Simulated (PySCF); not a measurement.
**C₃H₆O₂Si: electronic excitations and core binding energies**

Aim: predict the electronic excitations and core binding energies of C₃H₆O₂Si (`O=C1CC[SiH2]O1`).

Computed with PySCF 2.14.0, with density-fitted response routines of our own, on a single molecule in the gas phase. Atoms are numbered from 0 throughout.

### Step 1. Starting geometry

12 atoms, charge 0, multiplicity 1; geometry from: GFN2-xTB.

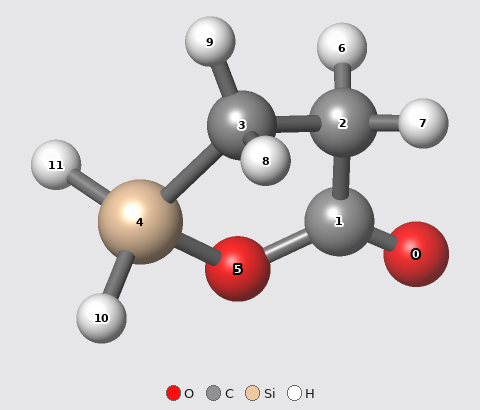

The starting geometry (oxygen red, carbon grey, silicon light orange, hydrogen white), atoms numbered.

### Step 2. TDDFT and polarisability: CAM-B3LYP/def2-SVPD

Job settings and geometry (Å):

```
{"job": {"kind": "uv", "xc": "CAM-B3LYP", "basis": "def2-SVPD", "nstates": 8, "ntriplets": 3}, "charge": 0, "multiplicity": 1}
O     -1.621567    -2.113637     0.076723
C     -0.807179    -1.239319     0.073957
C     -1.105992     0.236937     0.263896
C      0.093882     1.074071    -0.177931
Si     1.521981    -0.192415    -0.166708
O      0.501249    -1.489678    -0.074341
H     -1.301676     0.363977     1.331617
H     -2.026308     0.481063    -0.266886
H     -0.072972     1.465632    -1.181746
H      0.238237     1.932458     0.474120
H      2.244995    -0.329245    -1.420568
H      2.336548    -0.190531     1.041841
```

Level: TDDFT CAM-B3LYP/def2-SVPD, vertical, gas phase, core orbitals frozen in the response.

On the command line:

```bash
> OMP_NUM_THREADS=1 python probes_run.py task.json out
```

One launch serves the whole session: the jobs run in the order shown.

Output:

```text
coarse grid: 10776 points
cycle   1  E = -557.2494543034  dE =  1.118e+00  |g| = 9.763e-01  |ddm| = 4.624e+00
cycle   2  E = -557.0505676921  dE =  1.989e-01  |g| = 1.471e+00  |ddm| = 2.718e+00
cycle   3  E = -557.4354607896  dE = -3.849e-01  |g| = 1.540e-01  |ddm| = 1.677e+00
cycle   4  E = -557.4392121006  dE = -3.751e-03  |g| = 7.629e-02  |ddm| = 1.985e-01
cycle   5  E = -557.4402288782  dE = -1.017e-03  |g| = 1.499e-02  |ddm| = 7.865e-02
cycle   6  E = -557.4402809274  dE = -5.205e-05  |g| = 4.533e-03  |ddm| = 2.398e-02
cycle   7  E = -557.4402862490  dE = -5.322e-06  |g| = 8.811e-04  |ddm| = 7.447e-03
final grid: 100200 points
cycle   8  E = -557.5373596076  dE = -2.373e-05  |g| = 3.330e-03  |ddm| = 5.762e-02
cycle   9  E = -557.5373585024  dE =  1.105e-06  |g| = 4.249e-03  |ddm| = 9.185e-03
cycle  10  E = -557.5373621469  dE = -3.644e-06  |g| = 5.595e-04  |ddm| = 4.657e-03
cycle  11  E = -557.5373621999  dE = -5.303e-08  |g| = 2.158e-04  |ddm| = 7.175e-04
cycle  12  E = -557.5373622085  dE = -8.518e-09  |g| = 7.690e-05  |ddm| = 3.157e-04
cycle  13  E = -557.5373622096  dE = -1.172e-09  |g| = 1.439e-05  |ddm| = 9.504e-05
cycle  14  E = -557.5373622097  dE = -6.185e-11  |g| = 4.264e-06  |ddm| = 3.084e-05
converged SCF energy = -557.5373622097

Static polarisability (au): isotropic 62.576, principal 52.120 61.754 73.855

Singlet excitations
state   eV       nm        f      main configurations
  1   5.7449    215.8   0.00031   H->L+2 0.81, H->L+1 0.10
  2   7.2549    170.9   0.01674   H->L 0.77, H->L+1 0.14
  3   7.6585    161.9   0.01262   H-1->L 0.70, H-2->L 0.21
  4   7.8238    158.5   0.01822   H-2->L 0.68, H-1->L 0.17
  5   7.9050    156.8   0.00116   H->L+1 0.64, H->L 0.17, H->L+2 0.08
  6   8.2834    149.7   0.02219   H-2->L+1 0.53, H-1->L+1 0.20, H-2->L+2 0.11
  7   8.3603    148.3   0.09442   H-1->L+1 0.47, H-2->L+2 0.12, H-1->L+2 0.11
  8   8.3841    147.9   0.09696   H-1->L+2 0.59, H-2->L+2 0.13, H-4->L+2 0.10

Triplet excitations (Tamm-Dancoff, eV): 5.2269 6.1767 7.1072
```

It took 49 s on 1 thread of Arm Neoverse N1, shared host; peak memory 0.75 GiB.

Frontier orbitals and where they lie:

```
orbital      eV                         atoms
 HOMO−3  -11.45    C3 16 %, Si4 13 %, C2 13 %
 HOMO−2  -10.69    C3 34 %, Si4 21 %, O5 11 %
 HOMO−1  -10.46    O5 32 %, O0 29 %, Si4 12 %
   HOMO   -9.40      O0 66 %, C1 10 %, C2 9 %
   LUMO    0.60  Si4 39 %, H10 12 %, H11 11 %
 LUMO+1    0.85     Si4 31 %, C3 14 %, H9 9 %
 LUMO+2    1.31     C1 31 %, O0 23 %, O5 13 %
```

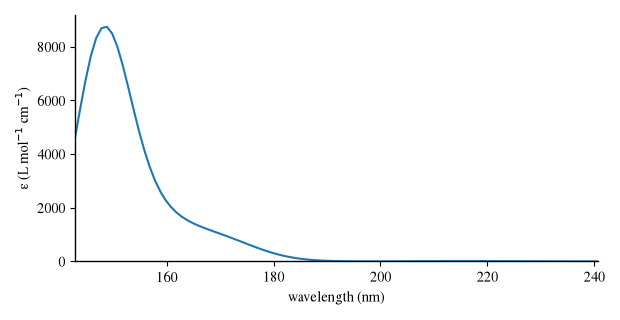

Absorption spectrum: each of the 8 states is a Gaussian band of 0.4 eV half-width at 1/e. Beyond the last state computed it falls off for lack of states.

Ground-state properties from the same run:

```
           property  computed
  dipole moment (D)      4.79
polarisability (Å³)      9.27
 HOMO–LUMO gap (eV)     10.00
      −ε(HOMO) (eV)      9.40
```

### Step 3. Core holes by ΔSCF: SCAN, X2C

Same as in step 2 but for these lines:

```diff
@@ -1,2 +1,2 @@
-{"job": {"kind": "uv", "xc": "CAM-B3LYP", "basis": "def2-SVPD", "nstates": 8, "ntriplets": 3}, "charge": 0, "multiplicity": 1}
+{"job": {"kind": "xps"}, "charge": 0, "multiplicity": 1}
 O     -1.621567    -2.113637     0.076723
```

Level: delta-SCF UKS SCAN, pcX-2 on the ionised atom, pcseg-1 elsewhere, spin-free X2C.

Output:

```text
ground state, core basis on atom 0 (O), 149 functions
  cycle   1  E = -558.27811709  |g| = 1.03e+00
  cycle   2  E = -557.43363311  |g| = 2.25e+00
  cycle   3  E = -558.42835968  |g| = 4.82e-01
  cycle   4  E = -558.47281377  |g| = 1.61e-01
  cycle   5  E = -558.47667294  |g| = 6.31e-02
  cycle   6  E = -558.47754284  |g| = 1.67e-02
  cycle   7  E = -558.47760940  |g| = 3.47e-03
  cycle   8  E = -558.47761132  |g| = 1.09e-03
  cycle   9  E = -558.47761295  |g| = 2.28e-04
  E(ground) = -558.51987110 Eh
hole in O 1s of atom 0
  cycle   1  E = -537.89583174  |g| = 2.22e+00
  cycle   2  E = -537.22693842  |g| = 2.29e+00
  cycle   3  E = -538.54272201  |g| = 6.68e-01
  cycle   4  E = -538.55459963  |g| = 6.52e-01
  cycle   5  E = -538.71961044  |g| = 8.17e-02
  cycle   6  E = -538.72155853  |g| = 4.65e-02
  cycle   7  E = -538.72268263  |g| = 6.73e-03
  cycle   8  E = -538.72270240  |g| = 2.73e-03
  cycle   9  E = -538.72270678  |g| = 9.55e-04
  cycle  10  E = -538.72270749  |g| = 4.17e-04
  E(ion) = -538.76587074 Eh   <S^2> = 0.7642   hole on atom = 1.000   binding energy = 537.534 eV
ground state, core basis on atom 1 (C), 149 functions
  cycle   1  E = -558.45605978  |g| = 9.11e-02
  cycle   2  E = -558.45094899  |g| = 1.78e-01
  cycle   3  E = -558.45686655  |g| = 2.84e-02
  cycle   4  E = -558.45698011  |g| = 1.55e-02
  cycle   5  E = -558.45702485  |g| = 1.11e-03
  cycle   6  E = -558.45702400  |g| = 3.53e-04
  E(ground) = -558.50178510 Eh
hole in C 1s of atom 1
  cycle   1  E = -547.08595622  |g| = 1.51e+00
  cycle   2  E = -544.44568442  |g| = 2.55e+00
  cycle   3  E = -547.35776490  |g| = 6.78e-01
  cycle   4  E = -547.34476353  |g| = 8.22e-01
  cycle   5  E = -547.59654574  |g| = 2.95e-01
  cycle   6  E = -547.62652390  |g| = 1.08e-01
  cycle   7  E = -547.63044769  |g| = 3.00e-02
  cycle   8  E = -547.63087103  |g| = 9.92e-03
  cycle   9  E = -547.63093105  |g| = 3.04e-03
  cycle  10  E = -547.63094445  |g| = 1.68e-03
  cycle  11  E = -547.63095039  |g| = 8.65e-04
  cycle  12  E = -547.63095220  |g| = 3.53e-04
  E(ion) = -547.67435104 Eh   <S^2> = 0.7861   hole on atom = 1.000   binding energy = 294.629 eV
ground state, core basis on atom 2 (C), 149 functions
  cycle   1  E = -558.44920262  |g| = 6.11e-02
  cycle   2  E = -558.44893581  |g| = 4.51e-02
  cycle   3  E = -558.44891030  |g| = 4.65e-02
  cycle   4  E = -558.44930647  |g| = 1.20e-02
  cycle   5  E = -558.44933191  |g| = 1.73e-03
  cycle   6  E = -558.44933415  |g| = 5.05e-04
  cycle   7  E = -558.44933369  |g| = 4.40e-05
  E(ground) = -558.49470374 Eh
hole in C 1s of atom 2
  cycle   1  E = -547.17574335  |g| = 1.51e+00
  cycle   2  E = -546.18849560  |g| = 2.06e+00
  cycle   3  E = -547.59704061  |g| = 6.04e-01
  cycle   4  E = -547.63165157  |g| = 5.29e-01
  cycle   5  E = -547.73161276  |g| = 1.53e-01
  cycle   6  E = -547.73934267  |g| = 6.54e-02
  cycle   7  E = -547.74091888  |g| = 6.66e-03
  cycle   8  E = -547.74094162  |g| = 4.43e-03
  cycle   9  E = -547.74095367  |g| = 1.56e-03
  cycle  10  E = -547.74095482  |g| = 7.55e-04
  cycle  11  E = -547.74095465  |g| = 3.35e-04
  E(ion) = -547.78566825 Eh   <S^2> = 0.7692   hole on atom = 1.000   binding energy = 291.408 eV
ground state, core basis on atom 3 (C), 149 functions
  cycle   1  E = -558.44914677  |g| = 5.79e-02
  cycle   2  E = -558.44910789  |g| = 2.20e-02
  cycle   3  E = -558.44910028  |g| = 2.28e-02
  cycle   4  E = -558.44921253  |g| = 7.06e-03
  cycle   5  E = -558.44922381  |g| = 8.02e-04
  cycle   6  E = -558.44922077  |g| = 2.26e-04
  E(ground) = -558.49447070 Eh
hole in C 1s of atom 3
  cycle   1  E = -547.19147887  |g| = 1.51e+00
  cycle   2  E = -546.29133872  |g| = 1.97e+00
  cycle   3  E = -547.65996965  |g| = 5.00e-01
  cycle   4  E = -547.63990114  |g| = 5.57e-01
  cycle   5  E = -547.75824106  |g| = 1.20e-01
  cycle   6  E = -547.76261705  |g| = 6.05e-02
  cycle   7  E = -547.76393435  |g| = 1.24e-02
  cycle   8  E = -547.76399515  |g| = 5.13e-03
  cycle   9  E = -547.76400947  |g| = 1.14e-03
  cycle  10  E = -547.76401117  |g| = 4.95e-04
  E(ion) = -547.80839740 Eh   <S^2> = 0.7682   hole on atom = 1.000   binding energy = 290.783 eV
ground state, core basis on atom 4 (Si), 160 functions
  cycle   1  E = -558.54951386  |g| = 2.87e-01
  cycle   2  E = -558.54956126  |g| = 4.41e-02
  cycle   3  E = -558.54938137  |g| = 4.61e-02
  cycle   4  E = -558.54969272  |g| = 2.44e-02
  cycle   5  E = -558.54980293  |g| = 3.38e-03
  cycle   6  E = -558.54980690  |g| = 4.15e-04
  E(ground) = -558.55351856 Eh
hole in Si 1s of atom 4
  cycle   1  E = -489.59124421  |g| = 4.35e+00
  cycle   2  E = -487.81637763  |g| = 2.69e+00
  cycle   3  E = -486.25262167  |g| = 2.51e+00
  cycle   4  E = -490.46053479  |g| = 6.18e-01
  cycle   5  E = -490.49663138  |g| = 6.04e-01
  cycle   6  E = -490.63387808  |g| = 1.67e-01
  cycle   7  E = -490.64460083  |g| = 4.95e-02
  cycle   8  E = -490.64529386  |g| = 3.57e-02
  cycle   9  E = -490.64575696  |g| = 7.99e-03
  cycle  10  E = -490.64578863  |g| = 2.74e-03
  cycle  11  E = -490.64579299  |g| = 7.55e-04
  cycle  12  E = -490.64579343  |g| = 1.34e-04
  E(ion) = -490.65688306 Eh   <S^2> = 0.7523   hole on atom = 1.000   binding energy = 1847.562 eV
hole in Si 2p of atom 4
  cycle   1  E = -554.24933147  |g| = 1.24e+00
  cycle   2  E = -552.34828101  |g| = 1.92e+00
  cycle   3  E = -553.98217742  |g| = 1.12e+00
  cycle   4  E = -554.52944705  |g| = 2.57e-01
  cycle   5  E = -554.53917449  |g| = 2.81e-01
  cycle   6  E = -554.56913256  |g| = 3.89e-02
  cycle   7  E = -554.56959995  |g| = 2.18e-02
  cycle   8  E = -554.56981221  |g| = 7.29e-03
  cycle   9  E = -554.56983586  |g| = 1.37e-03
  cycle  10  E = -554.56983731  |g| = 5.92e-04
  cycle  11  E = -554.56983636  |g| = 2.12e-04
  E(ion) = -554.58354270 Eh   <S^2> = 0.7520   hole on atom = 1.002   binding energy = 108.029 eV
  2p3/2 = 107.760 eV   2p1/2 = 108.387 eV
ground state, core basis on atom 5 (O), 149 functions
  cycle   1  E = -558.48088365  |g| = 1.09e-01
  cycle   2  E = -558.47840328  |g| = 1.30e-01
  cycle   3  E = -558.48068258  |g| = 7.03e-02
  cycle   4  E = -558.48148662  |g| = 2.46e-02
  cycle   5  E = -558.48159867  |g| = 4.06e-03
  cycle   6  E = -558.48160391  |g| = 4.46e-04
  E(ground) = -558.52420771 Eh
hole in O 1s of atom 5
  cycle   1  E = -537.85225010  |g| = 2.23e+00
  cycle   2  E = -536.83833677  |g| = 2.54e+00
  cycle   3  E = -538.30856806  |g| = 9.60e-01
  cycle   4  E = -538.48892023  |g| = 7.03e-01
  cycle   5  E = -538.67548472  |g| = 9.73e-02
  cycle   6  E = -538.67840570  |g| = 5.05e-02
  cycle   7  E = -538.67975393  |g| = 8.16e-03
  cycle   8  E = -538.67978401  |g| = 2.68e-03
  cycle   9  E = -538.67978640  |g| = 1.07e-03
  cycle  10  E = -538.67978862  |g| = 3.71e-04
  E(ion) = -538.72147161 Eh   <S^2> = 0.7625   hole on atom = 1.000   binding energy = 538.860 eV
```

Wall time 1.9 min (1 thread of Arm Neoverse N1, shared host); peak memory 0.63 GiB.

The holes in one table. −ε is the ground-state orbital energy:

```
       hole  stands for                                        environment  ΔSCF (eV; 2p as the shell's mean)  −ε (eV)   ⟨S²⟩
  O1s on O0          O0                                    carbonyl oxygen                             537.53    516.0  0.764
  C1s on C1          C1                                    carbonyl carbon                             294.63    277.1  0.786
  C1s on C2          C2                            sp3 CH2 α to a carbonyl                             291.41    274.4  0.769
  C1s on C3          C3                               sp3 CH2 bonded to Si                             290.78    274.0  0.768
Si1s on Si4         Si4  silicon bonded to C, O, 2 H, in a 5-membered ring                            1847.56   1794.2  0.752
Si2p on Si4         Si4  silicon bonded to C, O, 2 H, in a 5-membered ring                             107.97     97.1  0.752
  O1s on O5          O5       oxygen bonded to C, Si, in a 5-membered ring                             538.86    517.3  0.763
```

With the spin-orbit splitting: Si4 2p3/2 107.76, 2p1/2 108.39 eV. The table gives each 2p level as the mean over the whole 2p shell (two parts 2p3/2, one part 2p1/2), which differs a little from the single hole in the log.

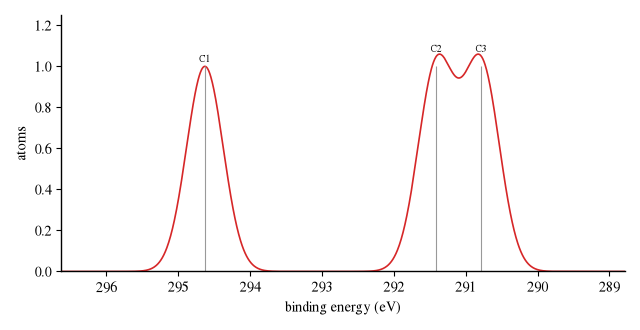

The C1s photoelectron lines, weighted by the number of atoms. Lines are broadened to a width of 0.60 eV (Gaussian).

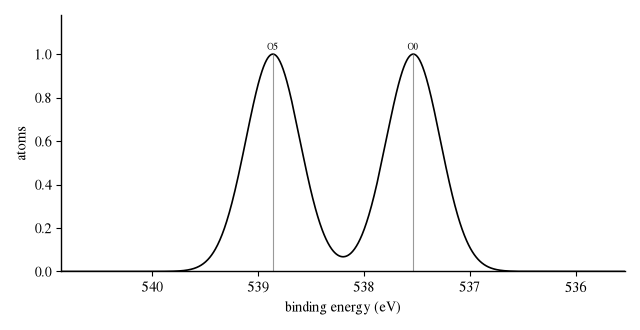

The O1s photoelectron lines, weighted by the number of atoms. Lines are broadened to a width of 0.60 eV (Gaussian).

### Step 4. Outcome

| quantity | value |
| --- | --- |
| lowest singlet (CAM-B3LYP/def2-SVPD) | 5.74 eV (216 nm), f = 0.000 |
| brightest single state of those computed | state 8, 8.38 eV, f = 0.097 |
| lowest triplet | 5.23 eV |
| C1s binding energies, SCAN/pcX-2 | C1 294.63, C2 291.41, C3 290.78 eV |
| O1s binding energies, SCAN/pcX-2 | O5 538.86, O0 537.53 eV |
| Si1s binding energies, SCAN/pcX-2 | Si4 1847.56 eV |
| Si2p binding energies, SCAN/pcX-2 | Si4 107.97 eV |

The lowest singlet, at 5.74 eV, is HOMO→LUMO+2 0.81, HOMO→LUMO+1 0.10 and is dark; of the 8 states computed, the strongest absorption comes from states 7 to 8 together at 8.38 eV (the last computed, so partners may be missing). The lowest triplet lies 0.52 eV below the lowest singlet (triplets in Tamm-Dancoff, singlets in full TDDFT). C1 (carbonyl carbon) binds its C1s electron 3.85 eV more tightly than C3 (sp3 CH2 bonded to Si). O5 (oxygen bonded to C, Si, in a 5-membered ring) binds its O1s electron 1.33 eV more tightly than O0 (carbonyl oxygen).
